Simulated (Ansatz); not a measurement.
**CH3ClF2Ge: geometry optimisation**

Method: RHF/def2-SVPD; program: Ansatz 0.2.0.

## Step 1: The system as given

8 atoms, charge 0, spin multiplicity 1.

Atoms are counted from 1 here; the program's logs count them from 0.

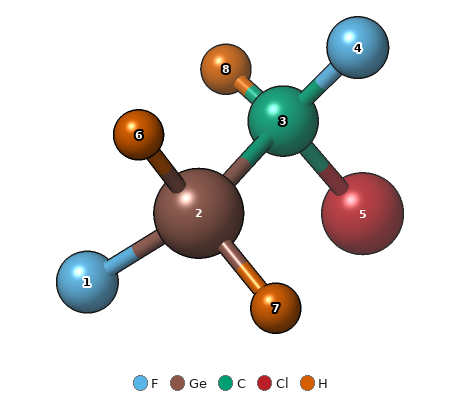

The starting geometry (fluorine blue, germanium brown, carbon teal, chlorine red, hydrogen orange); atoms are numbered from 1 in the order of the file.

Coordinates:

```xyz
8
charge 0, multiplicity 1
F    -1.5129    1.5656    0.2325
Ge   -0.0631    0.6614    0.7304
C     0.2602   -0.6308   -0.7631
F     1.5093   -1.2045   -0.5916
Cl   -0.9970   -1.9126   -0.7624
H     1.0786    1.7004    0.8249
H    -0.4114   -0.0784    2.0380
H     0.2285   -0.1582   -1.7645
```

## Step 2: Relaxation

The input, input.yaml:

```yaml
crystal:
  periodic: [false, false, false]
  atoms:
    - { symbol: F, position_ang: [-1.512919, 1.565626, 0.232538] }
    - { symbol: Ge, position_ang: [-0.063088, 0.661404, 0.730352] }
    - { symbol: C, position_ang: [0.260174, -0.630812, -0.763137] }
    - { symbol: F, position_ang: [1.509269, -1.204501, -0.59155] }
    - { symbol: Cl, position_ang: [-0.996977, -1.91258, -0.762401] }
    - { symbol: H, position_ang: [1.078617, 1.700354, 0.824927] }
    - { symbol: H, position_ang: [-0.411417, -0.078385, 2.038049] }
    - { symbol: H, position_ang: [0.228541, -0.158207, -1.764478] }
basis:
  gaussian: { orbitals: def2-SVPD }
hamiltonian:
  xc: hf
output:
  forces: true
relax:
  f_tol: 0.003
  max_steps: 120
```

Command:

```sh
ansatz run input.yaml --threads 1 --pin off --max-ram 2560MiB --backend cpu --events-out ev --progress --plain --runs-dir out
```

**Question.** How long does this run take on 1 thread of Arm Neoverse V2, shared host, and how much memory does it need?

About 50 s, with a peak of 0.43 GiB.
